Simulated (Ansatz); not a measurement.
```yaml
atoms:
  - { symbol: Al, position_ang: [-0.0267, -0.0094, 0.0999] }
  - { symbol: Cl, position_ang: [-0.5854, 0.4713, 2.1311] }
  - { symbol: H, position_ang: [1.5075, 0.2506, -0.2665] }
  - { symbol: H, position_ang: [-1.2235, -0.0108, -0.9609] }
  - { symbol: S, position_ang: [0.1160, -2.5491, 0.3495] }
  - { symbol: H, position_ang: [-1.0781, -2.7127, 0.9795] }
  - { symbol: H, position_ang: [0.8110, -2.5638, 1.5185] }
```

Computed with RKS PBE-D4/6-31G* in Ansatz 0.2.0.

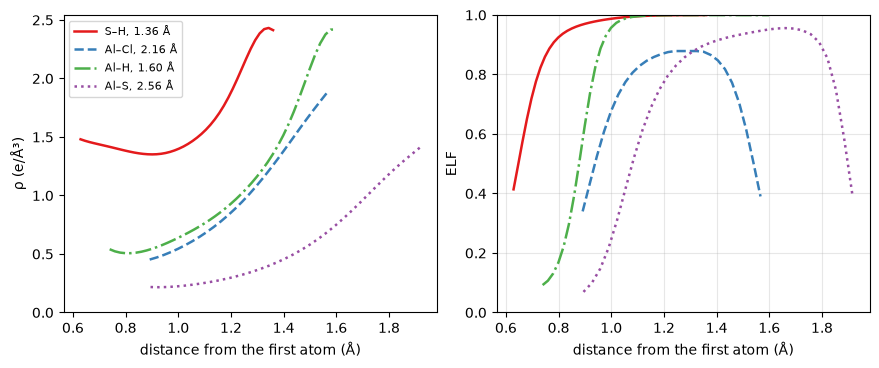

AlClH$_{4}$S. Total electron density and ELF along straight lines between neighbouring atoms. The curves leave out the atomic cores.

**What can be read from the curves?**

S–H (1.36 Å): the density is about 1.4 e/Å³ at the midpoint; the ELF climbs to about 1 towards the hydrogen, as it does in any bond to H.
Al–Cl (2.16 Å): ρ is about 0.65 e/Å³ halfway; the ELF peaks at about 0.90 in the valence shell of Cl, 0.9 Å from its nucleus, and is about 0.80 at the midpoint.
Al–H (1.60 Å): ρ at the midpoint is about 0.51 e/Å³; the ELF climbs to about 1 towards the hydrogen.
Al–S (2.56 Å): ρ at the midpoint is about 0.35 e/Å³, with its minimum of 0.22 e/Å³ about 0.9 Å from Al; the ELF peaks at about 0.95 in the valence shell of S, 0.9 Å from its nucleus, and is about 0.85 at the midpoint.
